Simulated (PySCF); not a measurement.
## NMR shielding calculation of C4H7FOSi

- system: C4H7FOSi
- method: GIAO PBE0/pcSseg-1 NMR shielding, non-relativistic, gas phase (PySCF 2.14.0)

The geometry comes from this level: GFN2-xTB. Figures and captions count atoms from 1; the log counts them from 0 in places.

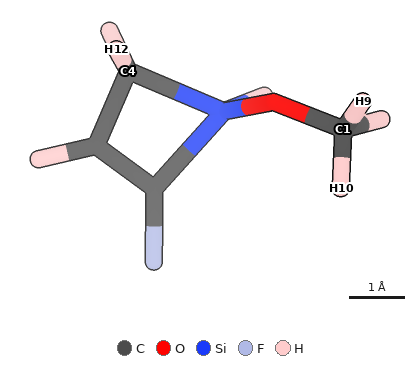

Fig. 1: The structure as given in the input (stick view, seen at a tilt; atoms are numbered from 1 in the order of the input).

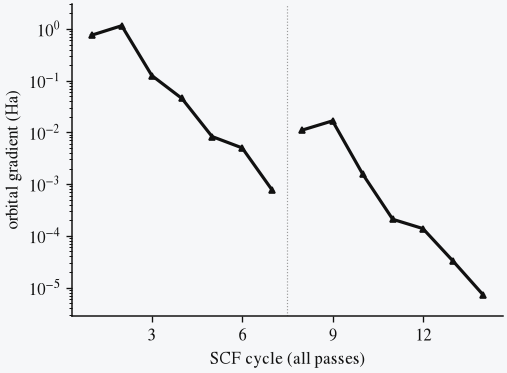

Fig. 2: Convergence of the self-consistent field: orbital gradient against the SCF cycle. The dotted line marks the change from a coarse to the final integration grid. The first 7 cycles use a coarse grid, the final grid takes over at cycle 8, and the field converges after 14 cycles in all.

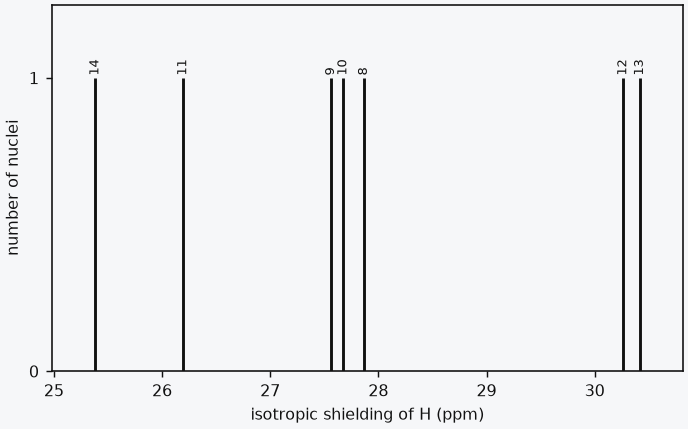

Fig. 3: Isotropic shieldings of the hydrogen nuclei in this fixed geometry, labelled by atom number; shielding grows to the right, so chemical shift grows to the left. The least shielded is H14 (25.4 ppm), the most shielded H13 (30.4 ppm).

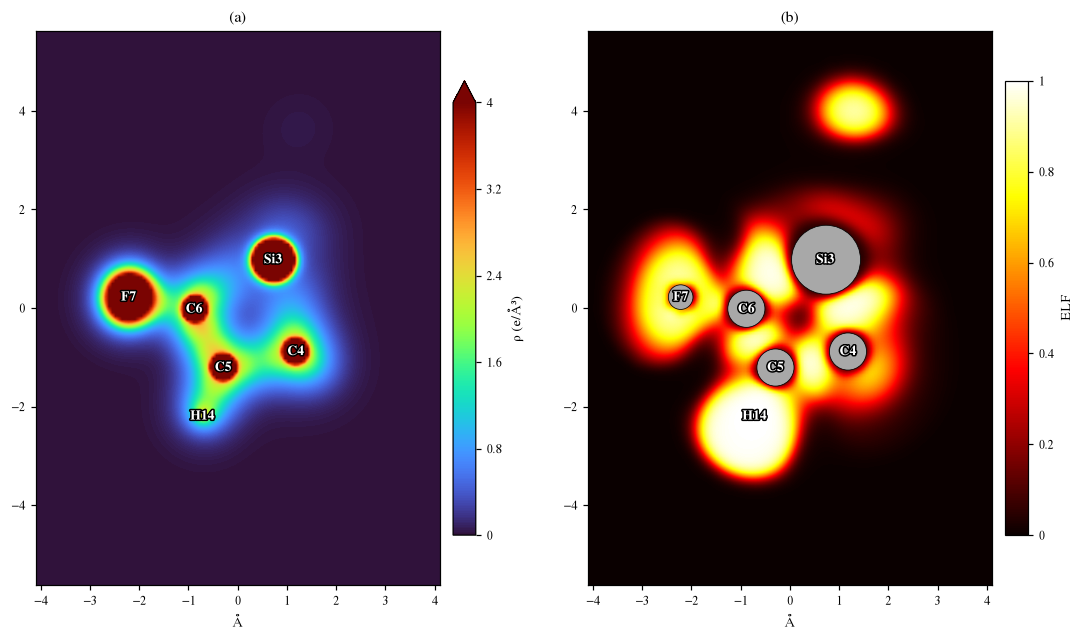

Fig. 4: (a) electron density; (b) ELF on the plane of atoms Si3, C4 and C5. Grey discs, where drawn, cover atomic cores. The section cuts through Si, C, F and H sites. C–C (1.33 Å): ρ at the midpoint is about 2.3 e/Å³; the ELF peaks at about 0.90 between the atoms (a multiple bond by its length, whose ELF region spreads away from the axis).

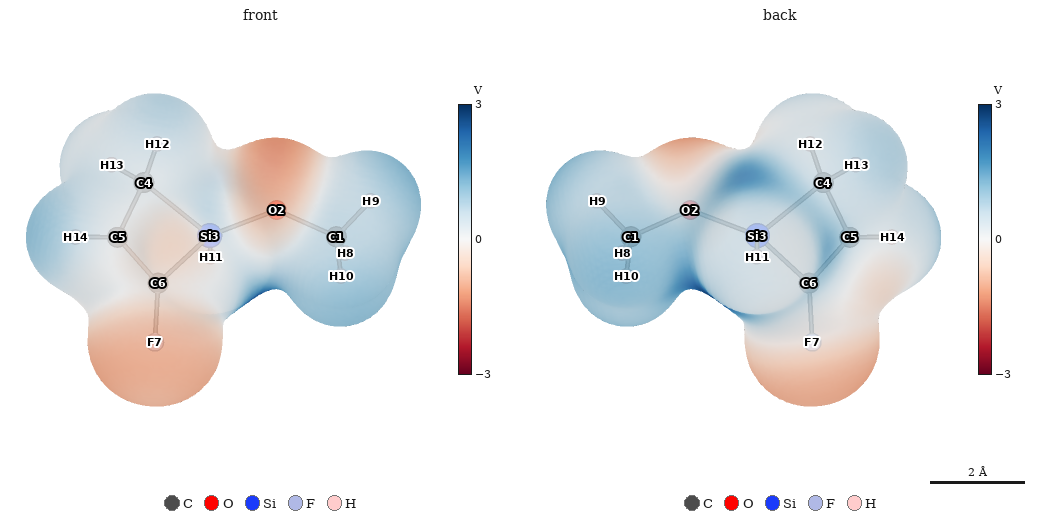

Fig. 5: The molecular electrostatic potential painted on the density surface at 0.004 e/bohr³, seen at a tilt and from behind; red is negative and blue positive. Its dipole moment is 1.98 D.

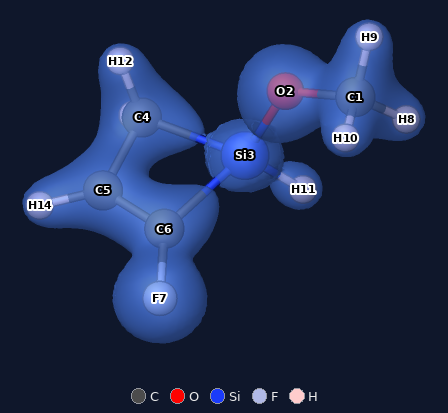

Fig. 6: Isosurface of the electron density at 0.8 e/Å³ (blue), seen at a tilt. At this value the surface falls into two separate pieces. On the grid the lowest density along these lines, outside the cores, is 2.3 e/Å³ (C–C, 1.33 Å), 1.7 e/Å³ (C–F, 1.35 Å), 1.7 e/Å³ (C–O, 1.40 Å) and 1 e/Å³ (Si–O, 1.61 Å).

These pictures come from the run below.

## The input
```
{"job": {"kind": "nmr", "xc": "PBE0", "basis": "pcSseg-1"}, "charge": 0, "multiplicity": 1}
C      2.555629    -0.209211     0.338744
O      1.203604    -0.572213     0.335681
Si    -0.123494     0.343539     0.361437
C     -1.691721    -0.730727     0.121774
C     -1.992450     0.036322    -1.140628
C     -0.966183     0.876803    -1.256673
F     -0.777310     1.784244    -2.244301
H      2.759941     0.531056     1.114762
H      3.140598    -1.108669     0.531334
H      2.840110     0.206879    -0.629604
H     -0.083416     1.365914     1.403117
H     -1.540009    -1.792395    -0.058862
H     -2.473984    -0.629786     0.870293
H     -2.851992    -0.102230    -1.774217
```

The first line tells a small driver script what to run in PySCF; the rest is the geometry in Å.

Command:
```bash
OMP_NUM_THREADS=1 python <driver script> task.json out
```

## What the program printed
```
coarse grid: 12480 points
cycle   1  E = -620.4815361408  dE =  9.886e-01  |g| = 7.585e-01  |ddm| = 3.380e+00
cycle   2  E = -620.3413088361  dE =  1.402e-01  |g| = 1.158e+00  |ddm| = 1.502e+00
cycle   3  E = -620.5831856018  dE = -2.419e-01  |g| = 1.259e-01  |ddm| = 1.050e+00
cycle   4  E = -620.5861446714  dE = -2.959e-03  |g| = 4.533e-02  |ddm| = 1.412e-01
cycle   5  E = -620.5865542262  dE = -4.096e-04  |g| = 8.327e-03  |ddm| = 3.955e-02
cycle   6  E = -620.5865616201  dE = -7.394e-06  |g| = 5.015e-03  |ddm| = 9.558e-03
cycle   7  E = -620.5865672711  dE = -5.651e-06  |g| = 7.605e-04  |ddm| = 4.398e-03
final grid: 117176 points
cycle   8  E = -620.6449577133  dE = -2.190e-05  |g| = 1.112e-02  |ddm| = 2.289e-02
cycle   9  E = -620.6449288011  dE =  2.891e-05  |g| = 1.672e-02  |ddm| = 1.837e-02
cycle  10  E = -620.6449821307  dE = -5.333e-05  |g| = 1.570e-03  |ddm| = 1.185e-02
cycle  11  E = -620.6449826467  dE = -5.159e-07  |g| = 2.086e-04  |ddm| = 1.421e-03
cycle  12  E = -620.6449826520  dE = -5.274e-09  |g| = 1.382e-04  |ddm| = 2.491e-04
cycle  13  E = -620.6449826564  dE = -4.479e-09  |g| = 3.256e-05  |ddm| = 1.295e-04
cycle  14  E = -620.6449826567  dE = -2.390e-10  |g| = 7.230e-06  |ddm| = 3.377e-05
converged SCF energy = -620.6449826567

GIAO shielding tensors (ppm)
atom      isotropic    diamagn.    paramagn.     s11        s22        s33       span
  0 C      132.420     240.999    -108.579    105.565    106.769    184.927     79.363
  1 O      309.171     397.887     -88.715    241.361    338.590    347.562    106.201
  2 Si     359.407     879.908    -520.501    331.843    347.102    399.277     67.434
  3 C      172.635     255.163     -82.528    159.041    172.749    186.114     27.073
  4 C       54.748     262.092    -207.344    -57.477     79.881    141.839    199.315
  5 C        9.410     258.142    -248.731    -76.100     45.179     59.152    135.252
  6 F      257.781     474.155    -216.375    140.429    284.092    348.821    208.392
  7 H       27.864      27.589       0.275     24.038     25.625     33.929      9.891
  8 H       27.560      26.964       0.596     23.289     25.363     34.028     10.739
  9 H       27.674      28.028      -0.355     23.264     25.853     33.904     10.640
 10 H       26.193      29.176      -2.983     23.061     24.532     30.986      7.925
 11 H       30.261      32.178      -1.917     26.820     27.676     36.288      9.468
 12 H       30.416      31.045      -0.629     26.667     27.800     36.781     10.114
 13 H       25.381      31.259      -5.878     23.643     24.315     28.185      4.543
```

## Results in brief

```csv
quantity,value
outcome,converged
total energy,−620.644983 hartree
HOMO,−7.23 eV
LUMO,−0.03 eV
dipole moment,1.98 D
"isotropic shielding, C",9.4 to 172.6 ppm
"isotropic shielding, O",309.2 ppm
"isotropic shielding, Si",359.4 ppm
"isotropic shielding, F",257.8 ppm
"isotropic shielding, H",25.4 to 30.4 ppm
hardware,"1 CPU thread, shared host"
wall time,42 s
peak memory,0.74 GiB
```
